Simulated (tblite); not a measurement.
## Run report: C6H13Ge (charge −1), geometry relaxation (part 2 of 2)

Continued. System: C6H13Ge, charge −1, SMILES C[C@@H]1CCC[C@@H]1[GeH2-]. Method: GFN2-xTB geometry optimisation, gas phase (tblite 0.8.0). 

Geometry of the input (Å):
```
C  -0.4903  2.0406  -0.5622
C  -0.5980  0.5578  -0.5133
C  -1.1339  0.0308  0.7988
C  -0.6880  -1.4043  0.8085
C  0.3005  -1.5899  -0.2881
C  0.6734  -0.1837  -0.7441
Ge 2.2223  0.5097  0.1680
H  -0.9855  2.4114  -1.4919
H  0.5269  2.4448  -0.5136
H  -1.1022  2.4466  0.2848
H  -1.3108  0.2230  -1.3019
H  -0.7994  0.5850  1.6879
H  -2.2570  0.0221  0.7046
H  -1.5665  -2.0591  0.6747
H  -0.1616  -1.6361  1.7759
H  1.1733  -2.1978  -0.0213
H  -0.2467  -2.0438  -1.1531
H  0.9010  -0.2372  -1.8170
H  2.1066  0.4951  1.7177
H  3.4307  -0.4044  -0.2173
```

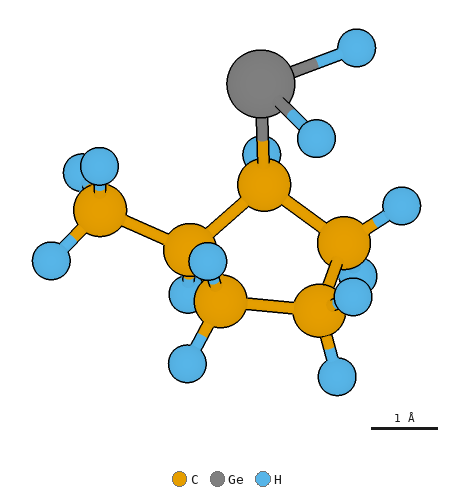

Figure 1. The geometry at step 64 of the log (ball-and-stick view, seen at a tilt).

## Trajectory as extended XYZ, continued
```
20
Properties=species:S:1:pos:R:3:forces:R:3 step=38 energy=-587.63766
C    -0.6219    2.0966   -0.6451   -0.0420   0.1160   0.0190
C    -0.6682    0.5754   -0.5483    0.0320   0.0920  -0.0900
C    -1.0507    0.0511    0.8336   -0.0210   0.1720  -0.0190
C    -0.5978   -1.4074    0.8428   -0.0610   0.0240   0.0830
C     0.3461   -1.5554   -0.3513    0.0620   0.0240  -0.0500
C     0.6616   -0.1347   -0.7877    0.0900   0.0900   0.0430
Ge    2.2517    0.6890    0.2782   -0.1190  -0.0220  -0.0730
H    -0.7128    2.4181   -1.6855    0.1010  -0.0220   0.0480
H     0.3154    2.4822   -0.2477   -0.0420  -0.0900   0.0180
H    -1.4416    2.5575   -0.0865   -0.0130  -0.0710  -0.0240
H    -1.4258    0.2286   -1.2771   -0.0450  -0.1010   0.0180
H    -0.4821    0.6023    1.5781    0.0900   0.1190   0.0540
H    -2.1129    0.1698    1.0692   -0.0800  -0.0050  -0.0680
H    -1.4478   -2.0882    0.7706   -0.1160  -0.1060  -0.0450
H    -0.0776   -1.6253    1.7720    0.0650  -0.0590   0.0850
H     1.2523   -2.0816   -0.0667    0.0960  -0.0990  -0.0520
H    -0.1528   -2.1230   -1.1505   -0.0210  -0.0890  -0.0690
H     0.9305   -0.1149   -1.8572   -0.0670   0.0210   0.0380
H     1.7929   -0.1044    1.6739    0.1480  -0.0070   0.0530
H     3.2364   -0.6250   -0.1178   -0.0580   0.0130   0.0290
20
Properties=species:S:1:pos:R:3:forces:R:3 step=42 energy=-587.66045
C    -0.6280    2.0875   -0.6575   -0.0420   0.0570  -0.0480
C    -0.6651    0.5739   -0.5397   -0.0760   0.0110   0.0850
C    -1.0223    0.0703    0.8561   -0.0380  -0.0770   0.0620
C    -0.6022   -1.4058    0.8514    0.0780  -0.0410  -0.0490
C     0.3311   -1.5547   -0.3647   -0.0070  -0.0400  -0.0290
C     0.6655   -0.1295   -0.7803   -0.1230  -0.0780  -0.0150
Ge    2.2202    0.7017    0.2987    0.0600   0.0050   0.0030
H    -0.5851    2.3675   -1.7100    0.1200   0.0850  -0.0060
H     0.2482    2.4854   -0.1499   -0.0680  -0.0190   0.0040
H    -1.5262    2.5415   -0.2315    0.0110  -0.0200   0.0340
H    -1.4359    0.2077   -1.2513    0.0470  -0.0550   0.0680
H    -0.4300    0.6154    1.5924    0.0670   0.0060  -0.0750
H    -2.0755    0.2065    1.1202   -0.1080  -0.0050  -0.0820
H    -1.4649   -2.0828    0.7763    0.0330   0.1160  -0.0340
H    -0.0745   -1.6533    1.7751    0.0000   0.0250  -0.0670
H     1.2287   -2.1226   -0.1194   -0.0040   0.0330   0.0180
H    -0.1892   -2.0880   -1.1815   -0.0290  -0.0320   0.1000
H     0.9140   -0.0974   -1.8528    0.0590   0.0030   0.0130
H     1.8334   -0.1525    1.6720    0.0780   0.0110   0.0510
H     3.2528   -0.5603   -0.1064   -0.0570   0.0140  -0.0340
20
Properties=species:S:1:pos:R:3:forces:R:3 step=45 energy=-587.66979
C    -0.6325    2.0890   -0.6631    0.0110  -0.0790   0.0270
C    -0.6697    0.5749   -0.5316    0.0290  -0.0580  -0.0560
C    -1.0203    0.0708    0.8656    0.0000   0.0220  -0.0630
C    -0.5969   -1.4061    0.8491   -0.0480   0.0670   0.0110
C     0.3289   -1.5577   -0.3700   -0.0300   0.0120   0.0520
C     0.6573   -0.1328   -0.7807    0.0630   0.0370   0.0210
Ge    2.2174    0.7037    0.3010    0.0050  -0.0090   0.0000
H    -0.5469    2.3661   -1.7147    0.0230   0.0570   0.0490
H     0.2287    2.4838   -0.1303   -0.0350   0.0170   0.0310
H    -1.5418    2.5339   -0.2535    0.0010   0.0440  -0.0420
H    -1.4353    0.1952   -1.2366   -0.0580  -0.0180  -0.0010
H    -0.4152    0.6214    1.5895   -0.0460  -0.0500  -0.0340
H    -2.0797    0.2113    1.1164    0.0490  -0.0390   0.0080
H    -1.4679   -2.0677    0.7709    0.0060   0.0110  -0.0130
H    -0.0709   -1.6577    1.7699    0.0240  -0.0030  -0.0120
H     1.2266   -2.1269   -0.1283   -0.0020   0.0370   0.0100
H    -0.2007   -2.0897   -1.1780   -0.0340  -0.0670   0.0160
H     0.9138   -0.0945   -1.8517    0.0130   0.0110   0.0200
H     1.8523   -0.1590    1.6833    0.0590   0.0200   0.0240
H     3.2476   -0.5474   -0.1104   -0.0280  -0.0120  -0.0480
20
Properties=species:S:1:pos:R:3:forces:R:3 step=49 energy=-587.67647
C    -0.6358    2.0802   -0.6656   -0.0030   0.0840   0.0020
C    -0.6721    0.5675   -0.5356   -0.0330   0.0590  -0.0050
C    -1.0169    0.0736    0.8638   -0.0050  -0.0120   0.0090
C    -0.5995   -1.4015    0.8507    0.0170  -0.0550  -0.0050
C     0.3208   -1.5590   -0.3706    0.0190  -0.0030  -0.0340
C     0.6581   -0.1336   -0.7759   -0.0510  -0.0240  -0.0300
Ge    2.2149    0.7086    0.3055    0.0050   0.0040  -0.0020
H    -0.4945    2.3735   -1.7070    0.0000  -0.0240   0.0160
H     0.1956    2.4815   -0.0919   -0.0110  -0.0190   0.0570
H    -1.5620    2.5347   -0.3024    0.0070  -0.0320  -0.0340
H    -1.4461    0.1780   -1.2275    0.0170   0.0270  -0.0550
H    -0.4054    0.6208    1.5806   -0.0010   0.0120   0.0290
H    -2.0721    0.2157    1.1235   -0.0050  -0.0160   0.0120
H    -1.4721   -2.0579    0.7684   -0.0320  -0.0250   0.0160
H    -0.0684   -1.6641    1.7656   -0.0090   0.0360   0.0130
H     1.2184   -2.1312   -0.1395    0.0120   0.0060   0.0540
H    -0.2184   -2.0958   -1.1731    0.0170   0.0260   0.0250
H     0.9177   -0.0865   -1.8444    0.0430  -0.0260  -0.0190
H     1.8942   -0.1641    1.6929    0.0020   0.0100   0.0170
H     3.2384   -0.5299   -0.1207    0.0110  -0.0280  -0.0670
20
Properties=species:S:1:pos:R:3:forces:R:3 step=53 energy=-587.68090
C    -0.6390    2.0860   -0.6668   -0.0040  -0.0660   0.0150
C    -0.6791    0.5715   -0.5393    0.0330  -0.0410   0.0150
C    -1.0121    0.0735    0.8642   -0.0260   0.0120   0.0030
C    -0.5989   -1.4039    0.8497   -0.0230   0.0460   0.0140
C     0.3192   -1.5583   -0.3726   -0.0060  -0.0010   0.0440
C     0.6516   -0.1324   -0.7792    0.0380   0.0060   0.0200
Ge    2.2120    0.7072    0.3111   -0.0050  -0.0170  -0.0500
H    -0.4555    2.3735   -1.7021    0.0470   0.0060   0.0090
H     0.1647    2.4818   -0.0505   -0.0320   0.0090  -0.0010
H    -1.5830    2.5346   -0.3510   -0.0240   0.0060   0.0160
H    -1.4521    0.1787   -1.2326    0.0250   0.0670  -0.0050
H    -0.3938    0.6180    1.5790   -0.0090   0.0020  -0.0170
H    -2.0627    0.2143    1.1396   -0.0420   0.0050  -0.0100
H    -1.4770   -2.0566    0.7724    0.0380  -0.0060   0.0160
H    -0.0645   -1.6593    1.7644   -0.0200  -0.0030   0.0140
H     1.2173   -2.1268   -0.1337    0.0110   0.0060  -0.0030
H    -0.2255   -2.0981   -1.1665    0.0400  -0.0050  -0.0490
H     0.9309   -0.0864   -1.8436   -0.0380  -0.0150   0.0040
H     1.9068   -0.1766    1.7017   -0.0010  -0.0060   0.0020
H     3.2358   -0.5298   -0.1471    0.0000  -0.0030  -0.0360
20
Properties=species:S:1:pos:R:3:forces:R:3 step=57 energy=-587.68525
C    -0.6412    2.0803   -0.6620    0.0150   0.0210   0.0100
C    -0.6800    0.5679   -0.5400   -0.0090   0.0290  -0.0100
C    -1.0187    0.0749    0.8638   -0.0090  -0.0140  -0.0210
C    -0.6047   -1.4011    0.8539    0.0200  -0.0370   0.0000
C     0.3155   -1.5615   -0.3670    0.0190   0.0150  -0.0170
C     0.6505   -0.1366   -0.7770   -0.0100   0.0010   0.0250
Ge    2.2122    0.7085    0.2972    0.0480   0.0050  -0.0030
H    -0.3962    2.3765   -1.6807    0.0390  -0.0090  -0.0400
H     0.1204    2.4778   -0.0006    0.0600   0.0560   0.0680
H    -1.6016    2.5274   -0.4000   -0.0560  -0.0060   0.0200
H    -1.4493    0.1927   -1.2437   -0.0140  -0.0470   0.0030
H    -0.3964    0.6221    1.5738   -0.0270  -0.0090  -0.0100
H    -2.0693    0.2159    1.1428   -0.0080   0.0130  -0.0380
H    -1.4784   -2.0581    0.7810   -0.0150  -0.0100  -0.0130
H    -0.0736   -1.6561    1.7706    0.0140   0.0150   0.0120
H     1.2153   -2.1280   -0.1285   -0.0090   0.0030   0.0190
H    -0.2213   -2.0994   -1.1701    0.0220   0.0020   0.0410
H     0.9328   -0.0930   -1.8415   -0.0600  -0.0180   0.0260
H     1.9470   -0.1756    1.7167   -0.0250  -0.0070  -0.0610
H     3.2319   -0.5240   -0.1917    0.0040  -0.0010  -0.0110
20
Properties=species:S:1:pos:R:3:forces:R:3 step=61 energy=-587.68952
C    -0.6383    2.0872   -0.6524    0.0140   0.0010   0.0130
C    -0.6811    0.5721   -0.5419    0.0060  -0.0180   0.0180
C    -1.0307    0.0710    0.8557    0.0060   0.0040   0.0200
C    -0.6058   -1.4030    0.8564   -0.0280   0.0200   0.0030
C     0.3221   -1.5590   -0.3576   -0.0010  -0.0150   0.0380
C     0.6495   -0.1348   -0.7717   -0.0030   0.0090  -0.0360
Ge    2.2280    0.7030    0.2821   -0.0130   0.0210  -0.0020
H    -0.3765    2.3824   -1.6691   -0.0100   0.0140   0.0290
H     0.1142    2.4903    0.0216   -0.0180  -0.0270   0.0080
H    -1.6081    2.5241   -0.3986    0.0280   0.0110  -0.0310
H    -1.4461    0.2020   -1.2551    0.0180  -0.0150   0.0250
H    -0.4114    0.6190    1.5663   -0.0300   0.0210   0.0370
H    -2.0830    0.2126    1.1278   -0.0010  -0.0080  -0.0320
H    -1.4746   -2.0670    0.7839    0.0010  -0.0140  -0.0070
H    -0.0748   -1.6433    1.7778   -0.0130  -0.0020  -0.0080
H     1.2229   -2.1170   -0.1078    0.0340  -0.0030   0.0180
H    -0.1997   -2.1067   -1.1612   -0.0240  -0.0090   0.0080
H     0.9185   -0.1056   -1.8375    0.0110   0.0270  -0.0520
H     1.9408   -0.1769    1.7040    0.0160  -0.0040  -0.0660
H     3.2290   -0.5396   -0.2257    0.0040  -0.0120   0.0170
20
Properties=species:S:1:pos:R:3:forces:R:3 step=64 energy=-587.69214
C    -0.6326    2.0864   -0.6420   -0.0160  -0.0280  -0.0150
C    -0.6811    0.5704   -0.5415    0.0400  -0.0050  -0.0040
C    -1.0412    0.0684    0.8516   -0.0050   0.0160   0.0150
C    -0.6138   -1.4043    0.8603    0.0250   0.0060  -0.0100
C     0.3226   -1.5623   -0.3476    0.0140   0.0250  -0.0380
C     0.6479   -0.1371   -0.7697    0.0520  -0.0200  -0.0170
Ge    2.2374    0.7105    0.2647   -0.0270  -0.0130  -0.0350
H    -0.3440    2.3904   -1.6477    0.0140   0.0020  -0.0090
H     0.0985    2.4879    0.0553   -0.0120  -0.0410   0.0140
H    -1.6099    2.5188   -0.4172   -0.0140   0.0440   0.0040
H    -1.4402    0.2012   -1.2611   -0.0020   0.0190   0.0220
H    -0.4336    0.6239    1.5662   -0.0090  -0.0010   0.0570
H    -2.0959    0.2117    1.1077   -0.0450  -0.0240   0.0020
H    -1.4775   -2.0754    0.7849    0.0070   0.0190   0.0010
H    -0.0854   -1.6380    1.7847   -0.0140  -0.0110   0.0040
H     1.2253   -2.1192   -0.0952   -0.0210   0.0340   0.0170
H    -0.1954   -2.1096   -1.1552   -0.0100  -0.0190   0.0410
H     0.9094   -0.1105   -1.8385    0.0220   0.0050  -0.0190
H     1.9768   -0.1651    1.6880   -0.0160  -0.0100  -0.0460
H     3.2275   -0.5377   -0.2508    0.0180   0.0020   0.0150
20
Properties=species:S:1:pos:R:3:forces:R:3 step=68 energy=-587.69596
C    -0.6280    2.0876   -0.6303   -0.0010   0.0250  -0.0030
C    -0.6742    0.5713   -0.5397   -0.0400   0.0200  -0.0020
C    -1.0545    0.0679    0.8494    0.0050   0.0000  -0.0100
C    -0.6164   -1.4015    0.8629    0.0100   0.0150   0.0190
C     0.3299   -1.5596   -0.3376   -0.0150  -0.0060   0.0120
C     0.6532   -0.1393   -0.7755   -0.0500   0.0160   0.0070
Ge    2.2474    0.7102    0.2354    0.0230  -0.0150  -0.0280
H    -0.3164    2.4002   -1.6269    0.0200  -0.0040   0.0110
H     0.0858    2.4817    0.0894   -0.0040  -0.0230  -0.0120
H    -1.6099    2.5237   -0.4243    0.0260  -0.0110  -0.0050
H    -1.4320    0.2079   -1.2621   -0.0180   0.0060  -0.0080
H    -0.4686    0.6262    1.5821   -0.0380  -0.0080   0.0010
H    -2.1193    0.1994    1.0777    0.0360  -0.0140   0.0090
H    -1.4746   -2.0801    0.7841    0.0140   0.0350  -0.0060
H    -0.0958   -1.6293    1.7925    0.0060  -0.0190   0.0200
H     1.2333   -2.1043   -0.0662    0.0060   0.0010  -0.0160
H    -0.1838   -2.1238   -1.1341    0.0210  -0.0220  -0.0250
H     0.9017   -0.1181   -1.8488    0.0040  -0.0120   0.0250
H     1.9855   -0.1604    1.6491   -0.0140  -0.0100  -0.0070
H     3.2316   -0.5489   -0.2804    0.0100   0.0270   0.0190
20
Properties=species:S:1:pos:R:3:forces:R:3 step=72 energy=-587.69714
C    -0.6268    2.0890   -0.6281    0.0110   0.0020  -0.0010
C    -0.6774    0.5731   -0.5399    0.0010  -0.0120  -0.0030
C    -1.0570    0.0682    0.8487   -0.0080  -0.0050   0.0090
C    -0.6150   -1.3994    0.8663    0.0000  -0.0130  -0.0060
C     0.3301   -1.5594   -0.3344    0.0100  -0.0020  -0.0060
C     0.6488   -0.1388   -0.7758    0.0100  -0.0130  -0.0010
Ge    2.2515    0.7087    0.2237   -0.0120   0.0120   0.0160
H    -0.2977    2.4021   -1.6192    0.0050  -0.0040   0.0240
H     0.0776    2.4761    0.1041   -0.0030  -0.0010  -0.0150
H    -1.6110    2.5247   -0.4351    0.0240   0.0090  -0.0080
H    -1.4346    0.2111   -1.2636   -0.0240   0.0070  -0.0010
H    -0.4819    0.6280    1.5872    0.0120   0.0180  -0.0050
H    -2.1216    0.1950    1.0734   -0.0240  -0.0150   0.0120
H    -1.4727   -2.0762    0.7841   -0.0200   0.0000   0.0010
H    -0.0983   -1.6301    1.7983    0.0060   0.0060  -0.0100
H     1.2359   -2.0999   -0.0622    0.0100   0.0080  -0.0070
H    -0.1773   -2.1304   -1.1317    0.0050   0.0040   0.0120
H     0.8990   -0.1212   -1.8480   -0.0140  -0.0060  -0.0070
H     1.9892   -0.1631    1.6363   -0.0040   0.0040  -0.0050
H     3.2342   -0.5466   -0.2872    0.0120   0.0010  -0.0010
20
Properties=species:S:1:pos:R:3:forces:R:3 step=76 energy=-587.69770
C    -0.6239    2.0877   -0.6265    0.0010   0.0020   0.0040
C    -0.6798    0.5715   -0.5397   -0.0060   0.0100   0.0060
C    -1.0601    0.0672    0.8500   -0.0020   0.0010  -0.0110
C    -0.6156   -1.4004    0.8669   -0.0060   0.0090   0.0030
C     0.3309   -1.5604   -0.3330   -0.0050   0.0000   0.0060
C     0.6471   -0.1406   -0.7763   -0.0150   0.0100  -0.0050
Ge    2.2508    0.7118    0.2204   -0.0110   0.0010   0.0000
H    -0.2826    2.4014   -1.6125    0.0090  -0.0080  -0.0020
H     0.0736    2.4734    0.1126    0.0040  -0.0030   0.0000
H    -1.6082    2.5274   -0.4447    0.0140   0.0070  -0.0010
H    -1.4405    0.2144   -1.2636    0.0120   0.0000   0.0160
H    -0.4872    0.6314    1.5883   -0.0050  -0.0110  -0.0200
H    -2.1265    0.1882    1.0742    0.0130  -0.0020   0.0010
H    -1.4768   -2.0737    0.7843    0.0160  -0.0120   0.0050
H    -0.0984   -1.6299    1.7986   -0.0040  -0.0060  -0.0020
H     1.2387   -2.0975   -0.0619    0.0050  -0.0010   0.0070
H    -0.1756   -2.1327   -1.1289   -0.0020  -0.0090  -0.0060
H     0.8953   -0.1250   -1.8488   -0.0110   0.0010  -0.0080
H     1.9930   -0.1615    1.6302   -0.0060   0.0000   0.0050
H     3.2405   -0.5420   -0.2925    0.0000   0.0100   0.0010
20
Properties=species:S:1:pos:R:3:forces:R:3 step=79 energy=-587.69795
C    -0.6228    2.0881   -0.6270    0.0090   0.0100  -0.0030
C    -0.6818    0.5724   -0.5386    0.0040  -0.0020  -0.0040
C    -1.0597    0.0669    0.8505    0.0020  -0.0030   0.0030
C    -0.6145   -1.4002    0.8669    0.0040  -0.0070  -0.0030
C     0.3317   -1.5601   -0.3332   -0.0030   0.0010  -0.0080
C     0.6445   -0.1397   -0.7777    0.0020  -0.0060  -0.0040
Ge    2.2470    0.7116    0.2227   -0.0070   0.0010  -0.0070
H    -0.2798    2.3982   -1.6140    0.0020  -0.0060   0.0090
H     0.0762    2.4731    0.1112   -0.0020  -0.0040  -0.0020
H    -1.6057    2.5312   -0.4465    0.0120   0.0070  -0.0010
H    -1.4436    0.2159   -1.2604   -0.0030  -0.0050  -0.0070
H    -0.4859    0.6320    1.5862    0.0080  -0.0050   0.0070
H    -2.1251    0.1861    1.0784   -0.0020   0.0050  -0.0040
H    -1.4752   -2.0738    0.7850    0.0080  -0.0140   0.0000
H    -0.0967   -1.6310    1.7979   -0.0020   0.0020   0.0040
H     1.2418   -2.0950   -0.0628   -0.0120   0.0080   0.0080
H    -0.1733   -2.1343   -1.1291   -0.0030  -0.0060   0.0050
H     0.8908   -0.1250   -1.8509   -0.0080   0.0080  -0.0040
H     1.9842   -0.1657    1.6272   -0.0010   0.0020   0.0110
H     3.2428   -0.5402   -0.2888   -0.0100   0.0130   0.0000
20
Properties=species:S:1:pos:R:3:forces:R:3 step=83 energy=-587.69830
C    -0.6181    2.0880   -0.6246   -0.0030  -0.0120   0.0020
C    -0.6842    0.5722   -0.5386   -0.0050  -0.0060   0.0010
C    -1.0631    0.0650    0.8497    0.0020  -0.0020   0.0050
C    -0.6160   -1.4016    0.8675    0.0000  -0.0030   0.0040
C     0.3303   -1.5609   -0.3322    0.0000  -0.0040   0.0030
C     0.6410   -0.1412   -0.7798   -0.0030  -0.0020   0.0010
Ge    2.2428    0.7159    0.2164    0.0030   0.0040   0.0030
H    -0.2571    2.3955   -1.6052    0.0070   0.0040  -0.0070
H     0.0699    2.4692    0.1253    0.0090   0.0000   0.0010
H    -1.6008    2.5370   -0.4603   -0.0040   0.0040   0.0010
H    -1.4463    0.2177   -1.2608   -0.0050   0.0050  -0.0110
H    -0.4895    0.6311    1.5849    0.0040  -0.0090   0.0160
H    -2.1287    0.1827    1.0775    0.0000   0.0090  -0.0060
H    -1.4736   -2.0793    0.7868   -0.0040   0.0010  -0.0050
H    -0.0993   -1.6306    1.7997    0.0090   0.0060   0.0000
H     1.2409   -2.0920   -0.0580    0.0040  -0.0040  -0.0020
H    -0.1732   -2.1394   -1.1258    0.0020  -0.0020  -0.0010
H     0.8833   -0.1260   -1.8539    0.0000   0.0000   0.0010
H     1.9923   -0.1629    1.6259   -0.0080   0.0040  -0.0020
H     3.2444   -0.5294   -0.2975   -0.0100   0.0060  -0.0030
20
Properties=species:S:1:pos:R:3:forces:R:3 step=87 energy=-587.69843
C    -0.6170    2.0873   -0.6252    0.0040   0.0050  -0.0020
C    -0.6853    0.5717   -0.5381    0.0040   0.0030   0.0000
C    -1.0622    0.0645    0.8510   -0.0020   0.0000  -0.0030
C    -0.6154   -1.4024    0.8677    0.0000   0.0010  -0.0030
C     0.3302   -1.5614   -0.3328    0.0030   0.0000   0.0000
C     0.6397   -0.1415   -0.7806    0.0020   0.0000   0.0020
Ge    2.2402    0.7171    0.2178   -0.0070   0.0030   0.0010
H    -0.2563    2.3931   -1.6068   -0.0010   0.0000   0.0010
H     0.0737    2.4686    0.1225    0.0010  -0.0060   0.0010
H    -1.5982    2.5397   -0.4597    0.0010  -0.0040  -0.0010
H    -1.4484    0.2187   -1.2608    0.0010   0.0020   0.0070
H    -0.4874    0.6285    1.5874   -0.0030  -0.0050  -0.0030
H    -2.1277    0.1838    1.0784    0.0000   0.0020   0.0030
H    -1.4730   -2.0801    0.7862   -0.0010   0.0020   0.0050
H    -0.0970   -1.6305    1.7992   -0.0010  -0.0010  -0.0030
H     1.2414   -2.0918   -0.0588    0.0020  -0.0030  -0.0030
H    -0.1731   -2.1406   -1.1262    0.0020   0.0000   0.0020
H     0.8809   -0.1255   -1.8550    0.0040  -0.0030   0.0030
H     1.9858   -0.1630    1.6260   -0.0010   0.0040  -0.0030
H     3.2436   -0.5255   -0.2953   -0.0070   0.0000  -0.0030
```

## Results in brief

```tsv
quantity	value
outcome	converged
total energy	−587.6984 eV
hardware	1 CPU thread, shared host
wall time	2.5 s
peak memory	0.18 GiB
```
